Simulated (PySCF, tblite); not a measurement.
# C5H9FSSi: geometry, infrared bands and NMR shifts

What infrared bands and NMR shifts should C5H9FSSi (`C=C/C=C(/[SiH2]F)SC`) show?

Computed with tblite 0.8.0 and PySCF 2.14.0, with density-fitted response routines of our own, on a single molecule in the gas phase. Atoms count from 0, in the outputs and in this text.

## Step 1: Starting geometry

17 atoms, charge 0, multiplicity 1; geometry from: force field or distance geometry start.

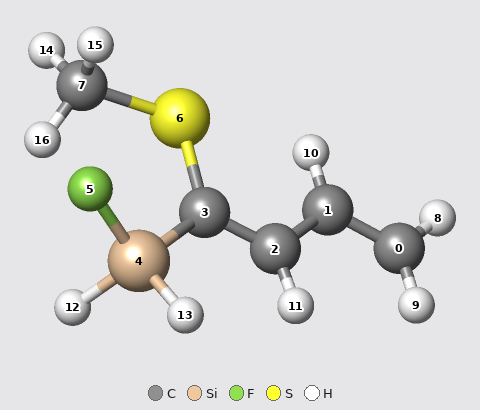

The starting geometry (carbon grey, silicon light orange, fluorine green, sulfur yellow, hydrogen white), atoms numbered.

## Step 2: Optimising the geometry with GFN2-xTB

What the job is given:

```
{"job": {"kind": "relax", "xc": "GFN2-xTB", "basis": "xTB"}, "charge": 0, "multiplicity": 1}
C      3.436800    -0.419200     0.381900
C      2.205900     0.144200     0.303000
C      1.050600    -0.764700     0.352500
C     -0.172900    -0.240400     0.273800
Si    -1.621300    -1.376500     0.335600
F     -2.912400    -0.647500     1.140100
S     -0.311900     1.530600     0.146900
C     -2.083900     1.901900     0.084800
H      4.280700     0.277500     0.354300
H      3.558800    -1.488100     0.467800
H      2.082100     1.213600     0.230300
H      1.238400    -1.824500     0.432300
H     -2.109900    -1.614100    -1.041500
H     -1.298100    -2.647900     0.981000
H     -2.260200     2.830300    -0.535300
H     -2.421900     2.071200     1.139800
H     -2.667900     1.065900    -0.407700
```

Command:

```
> OMP_NUM_THREADS=1 python probes_run.py task.json out
```

One launch serves the whole session: the jobs run in the order shown.

Log:

```text
step      E/eV     max force
  0    -679.89901    2.558
  1    -680.12331    1.515
  2    -680.20228    0.776
  3    -680.23499    0.511
  4    -680.26432    0.346
  5    -680.28464    0.310
  6    -680.29875    0.301
  7    -680.30978    0.235
  8    -680.31696    0.230
  9    -680.32210    0.170
 10    -680.32556    0.171
 11    -680.32878    0.146
 12    -680.33226    0.164
 13    -680.33571    0.166
 14    -680.33823    0.108
 15    -680.33978    0.097
 16    -680.34115    0.137
 17    -680.34284    0.167
 18    -680.34468    0.156
 19    -680.34644    0.127
 20    -680.34817    0.135
 21    -680.35020    0.179
 22    -680.35285    0.211
 23    -680.35578    0.194
 24    -680.35837    0.161
 25    -680.36097    0.180
 26    -680.36424    0.226
 27    -680.36789    0.229
 28    -680.37103    0.157
 29    -680.37324    0.097
 30    -680.37493    0.123
 31    -680.37684    0.174
 32    -680.37897    0.178
 33    -680.38053    0.121
 34    -680.38132    0.076
 35    -680.38169    0.071
 36    -680.38220    0.057
 37    -680.38261    0.038
 38    -680.38298    0.041
 39    -680.38332    0.048
 40    -680.38367    0.048
 41    -680.38397    0.043
 42    -680.38427    0.036
 43    -680.38456    0.052
 44    -680.38485    0.050
 45    -680.38514    0.051
 46    -680.38545    0.045
 47    -680.38580    0.055
 48    -680.38620    0.073
 49    -680.38664    0.060
 50    -680.38707    0.061
 51    -680.38751    0.055
 52    -680.38795    0.057
 53    -680.38843    0.060
 54    -680.38896    0.057
 55    -680.38949    0.047
 56    -680.38991    0.039
 57    -680.39015    0.041
 58    -680.39028    0.025
 59    -680.39039    0.033
 60    -680.39048    0.029
 61    -680.39056    0.018
 62    -680.39062    0.021
 63    -680.39069    0.020
 64    -680.39078    0.029
 65    -680.39086    0.024
 66    -680.39092    0.016
 67    -680.39095    0.014
 68    -680.39099    0.017
 69    -680.39104    0.022
 70    -680.39112    0.022
 71    -680.39119    0.023
 72    -680.39125    0.024
 73    -680.39133    0.025
 74    -680.39144    0.029
 75    -680.39160    0.028
 76    -680.39175    0.038
 77    -680.39190    0.042
 78    -680.39203    0.032
 79    -680.39213    0.020
 80    -680.39220    0.023
 81    -680.39226    0.026
 82    -680.39230    0.022
 83    -680.39234    0.014
 84    -680.39237    0.011
 85    -680.39239    0.008
```

Run time: 0.52 s. Hardware: 1 thread of Intel Xeon 6975P-C, shared host; peak memory 0.18 GiB.

The steps of the relaxation: (not every step is listed)

```csv
step,energy from step 0 (eV),largest force (eV/Å)
0,0.0000,2.5583
1,-0.2243,1.5147
2,-0.3033,0.7759
3,-0.3360,0.5113
4,-0.3653,0.3457
5,-0.3856,0.3103
6,-0.3997,0.3006
7,-0.4108,0.2346
8,-0.4180,0.2304
15,-0.4408,0.0974
22,-0.4538,0.2114
29,-0.4742,0.0973
36,-0.4832,0.0573
43,-0.4855,0.0516
50,-0.4881,0.0610
57,-0.4911,0.0411
64,-0.4918,0.0291
71,-0.4922,0.0228
78,-0.4930,0.0324
80,-0.4932,0.0232
81,-0.4932,0.0263
82,-0.4933,0.0221
83,-0.4933,0.0145
84,-0.4934,0.0108
85,-0.4934,0.0078
```

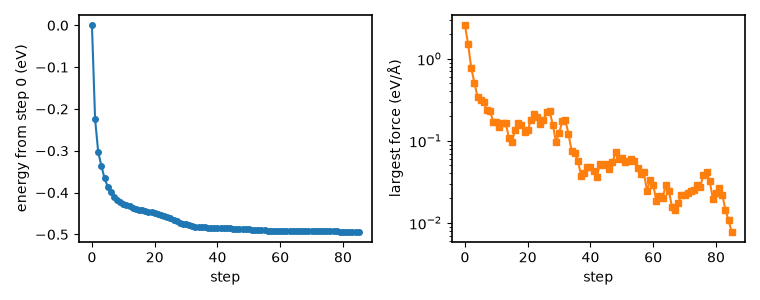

Energy and force, step by step.

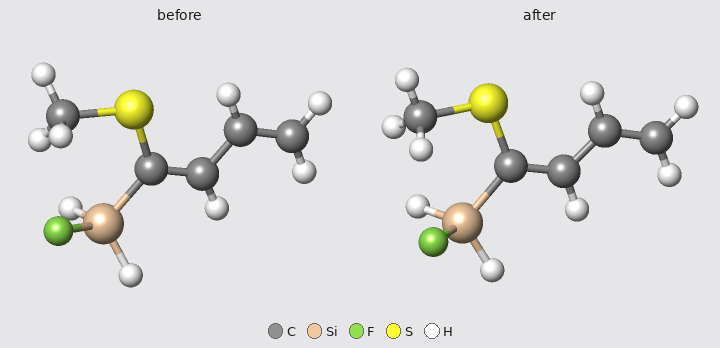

Before and after, at one scale.

Distances of close pairs at the start and the end, largest changes first:

```csv
bond,before (Å),after (Å),change (Å)
Si4–F5,1.687,1.615,-0.072
C7–H16,1.132,1.086,-0.047
C7–H14,1.130,1.086,-0.044
C3–Si4,1.842,1.885,+0.043
C7–H15,1.121,1.084,-0.036
C1–C2,1.471,1.436,-0.035
Si4–H12,1.480,1.457,-0.024
C0–C1,1.356,1.332,-0.024
```

The next job starts from the end point, and lists it.

## Step 3: Vibrational analysis with GFN2-xTB

What the job is given:

```
{"job": {"kind": "ir", "xc": "GFN2-xTB", "basis": "xTB"}, "charge": 0, "multiplicity": 1}
C      3.493850    -0.433730     0.447401
C      2.283831     0.106039     0.308012
C      1.065926    -0.649624     0.400892
C     -0.183866    -0.166375     0.228347
Si    -1.659111    -1.336187     0.321053
F     -2.675771    -0.840986     1.473396
S     -0.377286     1.536615    -0.207118
C     -2.156943     1.846526    -0.012671
H      4.392355     0.153614     0.375685
H      3.620769    -1.487917     0.633171
H      2.177548     1.165174     0.113914
H      1.177387    -1.701070     0.634003
H     -2.466140    -1.322757    -0.891491
H     -1.219142    -2.649125     0.755512
H     -2.285263     2.910158    -0.191966
H     -2.471011     1.601766     0.996078
H     -2.724132     1.279908    -0.744666
```

Log:

```text
mode    cm-1     km/mol
  1      30.0      4.01
  2      50.0      3.02
  3     103.3      1.09
  4     125.7      2.23
  5     139.2      0.69
  6     183.3      1.76
  7     194.6      0.92
  8     212.0      6.33
  9     262.9      3.69
 10     357.8      3.22
 11     384.0      3.27
 12     434.6     24.56
 13     511.5    104.99
 14     578.1     21.28
 15     625.5     21.18
 16     644.5      0.37
 17     722.8    107.61
 18     733.7     51.82
 19     772.2    300.08
 20     800.5    192.51
 21     832.6      3.45
 22     877.5     10.81
 23     925.6     72.98
 24     931.4      1.62
 25     949.4      3.34
 26     981.6    124.67
 27    1010.5     14.91
 28    1179.8      0.93
 29    1262.1     10.20
 30    1294.0      1.92
 31    1318.0      0.24
 32    1405.9      1.96
 33    1447.2     10.68
 34    1454.6      7.45
 35    1564.8     52.84
 36    1644.3      4.28
 37    2315.0    281.31
 38    2365.7    227.61
 39    3032.5      7.46
 40    3040.8     17.69
 41    3049.2      3.16
 42    3055.4      2.86
 43    3067.8     37.16
 44    3098.9     25.26
 45    3134.1     38.25
```

Run time: 0.55 s. Hardware: 1 thread of Intel Xeon 6975P-C, shared host; peak memory 0.18 GiB.

The strongest bands and the atoms that carry them (share of the mass-weighted mode):

```csv
cm⁻¹,km/mol,atoms
512,105.0,"H13 36 %, H12 29 %, Si4 16 %"
723,107.6,"H13 32 %, H12 32 %, C7 17 %"
772,300.1,"H12 48 %, H13 44 %"
800,192.5,"F5 56 %, Si4 39 %"
926,73.0,"C3 39 %, H14 21 %"
982,124.7,"C3 35 %, H14 18 %"
2315,281.3,H12 94 %
2366,227.6,H13 95 %
```

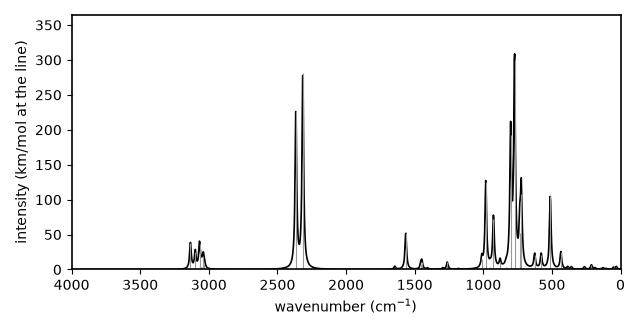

The infrared spectrum from these modes, unscaled. Lines are broadened to a width of 14 cm⁻¹ (Lorentzian).

## Step 4: Nuclear shieldings: PBE0/pcSseg-1

Settings changed since step 3:

```diff
@@ -1,2 +1,2 @@
-{"job": {"kind": "ir", "xc": "GFN2-xTB", "basis": "xTB"}, "charge": 0, "multiplicity": 1}
+{"job": {"kind": "nmr", "xc": "PBE0", "basis": "pcSseg-1"}, "charge": 0, "multiplicity": 1}
 C      3.493850    -0.433730     0.447401
```

With the program's defaults for keys left out, this is: GIAO PBE0/pcSseg-1 NMR shielding, non-relativistic, gas phase.

Log:

```text
coarse grid: 15344 points
cycle   1  E = -982.7081948716  dE =  8.202e-01  |g| = 6.026e-01  |ddm| = 3.890e+00
cycle   2  E = -982.6475811618  dE =  6.061e-02  |g| = 8.798e-01  |ddm| = 1.207e+00
cycle   3  E = -982.7767402599  dE = -1.292e-01  |g| = 8.965e-02  |ddm| = 7.529e-01
cycle   4  E = -982.7781861715  dE = -1.446e-03  |g| = 4.390e-02  |ddm| = 1.228e-01
cycle   5  E = -982.7786103140  dE = -4.241e-04  |g| = 1.807e-02  |ddm| = 5.327e-02
cycle   6  E = -982.7786901445  dE = -7.983e-05  |g| = 3.226e-03  |ddm| = 1.988e-02
cycle   7  E = -982.7786929371  dE = -2.793e-06  |g| = 1.096e-03  |ddm| = 4.658e-03
final grid: 139664 points
cycle   8  E = -982.8339447959  dE = -3.085e-05  |g| = 9.464e-03  |ddm| = 3.500e-02
cycle   9  E = -982.8339310337  dE =  1.376e-05  |g| = 1.178e-02  |ddm| = 2.126e-02
cycle  10  E = -982.8339675172  dE = -3.648e-05  |g| = 1.014e-03  |ddm| = 1.351e-02
cycle  11  E = -982.8339677865  dE = -2.693e-07  |g| = 3.232e-04  |ddm| = 1.473e-03
cycle  12  E = -982.8339678091  dE = -2.258e-08  |g| = 1.250e-04  |ddm| = 4.177e-04
cycle  13  E = -982.8339678131  dE = -3.981e-09  |g| = 3.518e-05  |ddm| = 1.603e-04
cycle  14  E = -982.8339678134  dE = -3.015e-10  |g| = 9.893e-06  |ddm| = 4.411e-05
converged SCF energy = -982.8339678134

GIAO shielding tensors (ppm)
atom      isotropic    diamagn.    paramagn.     s11        s22        s33       span
  0 C       58.445     252.305    -193.860    -47.980     62.185    161.131    209.111
  1 C       47.449     256.459    -209.010    -71.106     46.311    167.143    238.249
  2 C       43.096     253.539    -210.443    -59.224     48.866    139.646    198.869
  3 C       39.864     266.928    -227.064    -39.127     13.823    144.895    184.022
  4 Si     349.236     879.156    -529.920    314.470    337.087    396.151     81.680
  5 F      377.539     468.512     -90.972    350.415    358.400    423.804     73.389
  6 S      467.189    1059.019    -591.830    274.001    437.906    689.661    415.660
  7 C      167.235     253.089     -85.854    152.970    163.878    184.857     31.887
  8 H       26.042      28.061      -2.019     23.499     25.105     29.521      6.022
  9 H       26.192      30.557      -4.365     22.953     25.432     30.191      7.238
 10 H       24.489      32.615      -8.126     20.639     21.356     31.471     10.832
 11 H       25.395      34.906      -9.511     22.810     23.273     30.103      7.293
 12 H       26.193      29.934      -3.741     23.815     24.345     30.420      6.605
 13 H       26.630      29.887      -3.256     22.988     25.453     31.451      8.463
 14 H       29.637      29.182       0.455     24.422     26.822     37.666     13.244
 15 H       28.769      30.757      -1.988     23.968     27.592     34.746     10.778
 16 H       28.954      31.062      -2.108     24.297     27.248     35.317     11.020
```

Run time: 26 s. Hardware: 1 thread of Intel Xeon 6975P-C, shared host; peak memory 0.92 GiB.

Shifts follow as δ = σ(reference) − σ, with reference shieldings (ppm) from runs at the same level and on the same kind of geometry: ¹H TMS 31.72, ¹³C TMS 186.9, ²⁹Si TMS 349.2, ¹⁹F CFCl3 170.9, ³³S CS2 504. The references are single molecules in the gas phase, so shifts against H2O, NH3, PH3, H3PO4 or CFCl3 are not on the usual liquid scales and can be off by tens of ppm. Atoms listed in one row are averaged.

```csv
atoms,environment,σ (ppm),δ (ppm),δ scaled to CDCl3
C3,fully substituted alkene carbon,39.9,147.1,137.2
C2,alkene CH,43.1,143.8,138.5
C1,alkene CH,47.4,139.5,134.2
C0,terminal =CH2 carbon,58.4,128.5,123.5
C7,methyl carbon bonded to S,167.2,19.7,12.9
H10,hydrogen on an alkene CH,24.49,7.23,6.92
H11,hydrogen on an alkene CH,25.40,6.32,6.07
H8,hydrogen on a terminal =CH2 carbon,26.04,5.68,5.46
H9,hydrogen on a terminal =CH2 carbon,26.19,5.52,5.31
"H12, H13","hydrogen on a silicon bonded to C, F",26.41,5.31,–
"H14, H15, H16",hydrogen on a methyl carbon bonded to S,29.12,2.60,2.55
Si4,"silicon bonded to C, F, 2 H",349.2,-0.1,–
F5,fluorine bonded to Si,377.5,-206.6,–
S6,sulfide sulfur,467,37,–
```

The scaled column applies a straight-line fit of computed shieldings to shifts measured in CDCl3, with any fitted terms for Cl, Br or S neighbours, and one for carbons that bear F (root-mean-square error 0.16 ppm for H, 1.9 ppm for C).

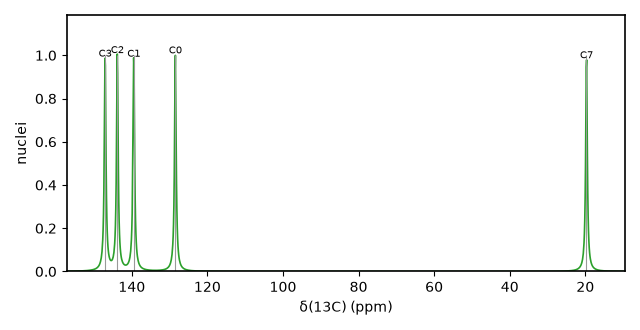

¹³C lines at the computed shifts, without couplings. Lines are broadened to a width of 0.51 ppm (Lorentzian).

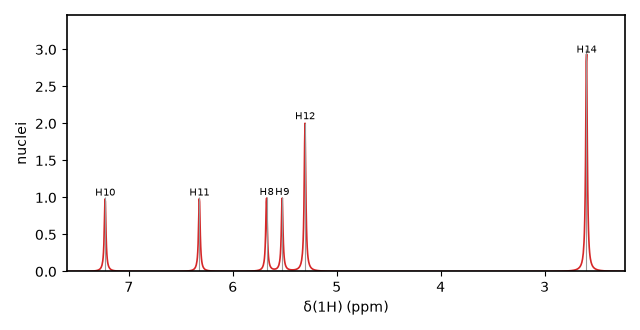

¹H lines at the computed shifts, without couplings. Lines are broadened to a width of 0.02 ppm (Lorentzian).

Charges from the same density, by scheme (e):

```csv
atoms,Mulliken,IAO,Hirshfeld,ESP fit
C0,-0.12,-0.30,-0.08,-0.45
C1,-0.19,-0.14,-0.05,0.00
C2,-0.08,-0.14,-0.06,-0.19
C3,-0.54,-0.42,-0.12,-0.14
Si4,1.00,1.07,0.41,0.58
F5,-0.43,-0.54,-0.20,-0.29
S6,0.05,0.16,0.03,-0.12
C7,-0.41,-0.51,-0.12,-0.42
```

IAO charges:

C0 -0.30; C1 -0.14; C2 -0.14; C3 -0.42; Si4 1.07; F5 -0.54; S6 0.16; C7 -0.51; H8 0.16; H9 0.15; H10 0.15; H11 0.15; H12 -0.15; H13 -0.13; H14 0.17; H15 0.17; H16 0.16

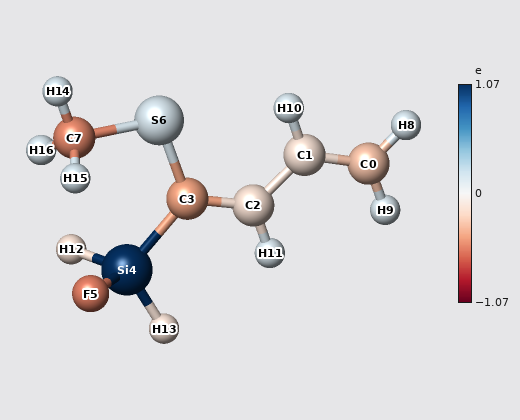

IAO charges, as colours on the atoms.

Mayer bond orders: C0–C1 1.89, C1–C2 1.12, C2–C3 1.75, C3–Si4 0.83, Si4–F5 0.90, C3–S6 1.05, S6–C7 1.00.

## Step 5: Outcome

| quantity | value |
| --- | --- |
| strongest single infrared mode (GFN2-xTB) | 772 cm⁻¹, 300 km/mol |
| zero-point energy (GFN2-xTB) | 75.9 kcal/mol |
| ¹³C shifts against TMS (PBE0/pcSseg-1) | 147.1, 143.8, 139.5, 128.5, 19.7 ppm |
| ¹H shifts against TMS (PBE0/pcSseg-1, means over atoms taken as alike) | 7.23, 6.32, 5.68, 5.52, 5.31, 2.60 ppm |
| ²⁹Si shifts against TMS (PBE0/pcSseg-1) | -0.1 ppm |
| ¹⁹F shifts against CFCl3 (PBE0/pcSseg-1) | -206.6 ppm |
| ³³S shifts against CS2 (PBE0/pcSseg-1) | 37 ppm |

In words: Relaxing lowered the energy by 0.493 eV in 85 steps; the close pair that moved most is Si4–F5, from 1.687 to 1.615 Å. No mode is imaginary among the 45: a minimum at this level. The strongest single mode, at 772 cm⁻¹, moves mainly H12 and H13. Unscaled tight-binding wavenumbers are off by several per cent, some by more. Its intensities can rank the bands wrongly. At PBE0/pcSseg-1: The widest tensor belongs to S6: span 416 ppm, with a paramagnetic part of -592 ppm.
